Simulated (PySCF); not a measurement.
# C4H11GeNSi: electronic excitations

What electronic excitations should C4H11GeNSi (`CN[C@H]1C=[CH][GeH2][SiH2]1`) show?

Programs: PySCF 2.14.0, with density-fitted response routines of our own. Each step states its level of theory. These are calculated values for one molecule in the gas phase, unless marked as measured. Atoms are numbered from 0 throughout.

### Step 1. The starting structure

18 atoms, charge 0, multiplicity 1; geometry from: GFN2-xTB.

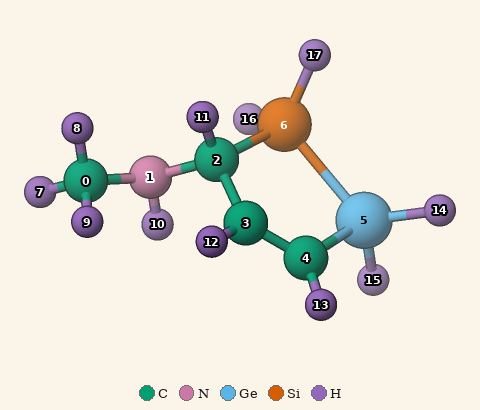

As it starts; carbon teal, nitrogen pink, germanium blue, silicon orange, hydrogen purple, atoms numbered.

### Step 2. Excited states and response: CAM-B3LYP/def2-SVPD

The job: settings as JSON, then the geometry in Å.

```
{"job": {"kind": "uv", "xc": "CAM-B3LYP", "basis": "def2-SVPD", "nstates": 8, "ntriplets": 3}, "charge": 0, "multiplicity": 1}
C     -2.660960     0.258677    -0.427736
N     -1.474205     0.148335     0.395229
C     -0.351827    -0.570135    -0.209454
C      0.385161     0.270511    -1.219137
C      1.615777     0.740823    -1.047689
Ge     2.580632     0.202922     0.566031
Si     0.792389    -1.136065     1.231862
H     -3.432802     0.774806     0.142761
H     -3.016913    -0.746661    -0.657697
H     -2.510099     0.797737    -1.373962
H     -1.158718     1.073208     0.674576
H     -0.781100    -1.438665    -0.721828
H     -0.190340     0.534243    -2.102722
H      2.043894     1.380971    -1.808180
H      3.909939    -0.366486     0.132953
H      2.991261     1.456541     1.304873
H      0.165368    -0.805296     2.507624
H      1.083785    -2.569148     1.140856
```

With the program's defaults for keys left out, this is: TDDFT CAM-B3LYP/def2-SVPD, vertical, gas phase, core orbitals frozen in the response.

Started as:

```
$ OMP_NUM_THREADS=1 python probes_run.py task.json out
```

One launch serves the whole session: the jobs run in the order shown.

Predict these results of the whole session: lowest singlet (CAM-B3LYP/def2-SVPD); brightest single state of those computed; lowest triplet; surface potential, least and greatest.

The runs gave:

```
                                quantity                        value
    lowest singlet (CAM-B3LYP/def2-SVPD)  5.35 eV (232 nm), f = 0.019
brightest single state of those computed  state 7, 6.74 eV, f = 0.075
                          lowest triplet                      4.31 eV
   surface potential, least and greatest           -1.13 V and 1.23 V
```

In words: The first singlet state (HOMO→LUMO 0.82, HOMO→LUMO+1 0.11) lies at 5.35 eV and is weak; of the 8 states computed, the strongest absorption comes from state 7 at 6.74 eV. The lowest triplet lies 1.04 eV below the lowest singlet (triplets in Tamm-Dancoff, singlets in full TDDFT).
